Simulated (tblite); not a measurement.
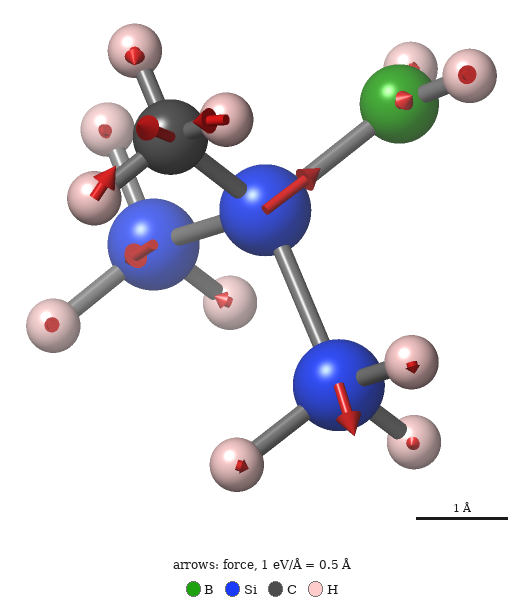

Starting geometry of CH11BSi3 with the computed forces as red arrows. Style: ball-and-stick. Shown from a free direction.

These are results of tblite, GFN2-xTB geometry optimisation, gas phase, not measurements. 

### What follows when this structure is relaxed?

It isn't relaxed: the largest force vector, on a Si atom, is 1.71 eV/Å. The final displacements have little in common with the starting forces (cosine between the two patterns 0.24). The energy falls by 47.9 kJ/mol in 112 geometry steps. The atom that moves furthest after the best rigid fit is an H atom (1.01 Å). Largest moves by element: H 1.01 Å, Si 0.13 Å, B 0.13 Å, C 0.06 Å. Near-neighbour distances that change, for instance: Si–Si 2.231 → 2.350 Å, C–Si 1.852 → 1.926 Å, C–H 1.117 → 1.087 Å, H–Si 1.485 → 1.465 Å. Bond angles that change, for instance: C–Si–Si 110.3° → 105.1°, Si–Si–H 109.1° → 113.9°, H–Si–H 110.7° → 105.9°. Groups turn about B–Si by about 60°.
